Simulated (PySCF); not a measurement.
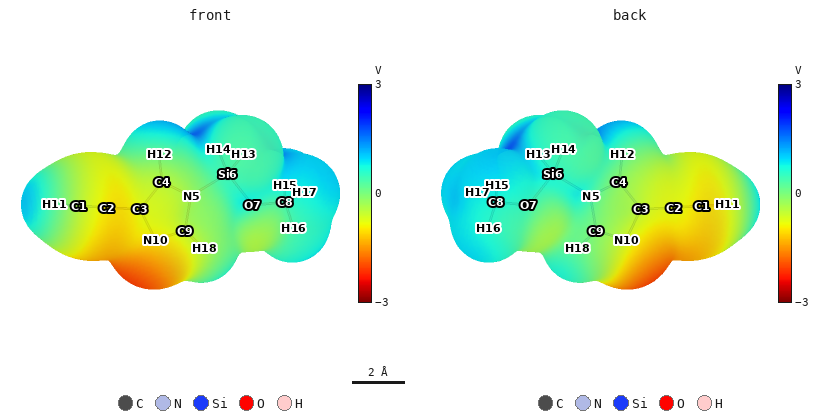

*C6H8N2OSi (SMILES C#Cc1cn([SiH2]OC)cn1). The molecular electrostatic potential painted on the density surface at 0.001 e/bohr³, seen from the front and from behind; the colour scale runs from red (negative) to blue (positive).*

Geometry: PBE0-D3(BJ)/def2-SVP.

All numbers below come from PySCF 2.14.0, PBE0/pcSseg-1, SCF density, gas phase, non-relativistic.

```csv
atom,x (Å),y (Å),z (Å)
C,4.9868,-0.1430,0.7790
C,3.8046,-0.0536,0.5230
C,2.4144,0.0305,0.2305
C,1.4353,-0.8770,0.5827
N,0.2518,-0.3796,0.0858
Si,-1.3590,-1.1037,0.2196
O,-2.3164,0.0088,-0.5305
C,-3.7008,-0.0687,-0.7426
C,0.5798,0.8046,-0.5378
N,1.8513,1.0752,-0.4699
H,6.0356,-0.2129,1.0004
H,1.5011,-1.8123,1.1339
H,-1.6991,-1.2832,1.6592
H,-1.3763,-2.4235,-0.4724
H,-3.9849,-0.9877,-1.2855
H,-4.0088,0.7946,-1.3497
H,-4.2619,-0.0374,0.2079
H,-0.1821,1.4141,-1.0221
```

### Where is the surface potential most negative and most positive?

The most negative region (about −2.0 V) lies over N10, the most positive (about +1.7 V) over Si6. N10 is the likeliest acceptor of a hydrogen bond.

### What dipole moment does the calculation give?

Its dipole moment is 5.72 D.
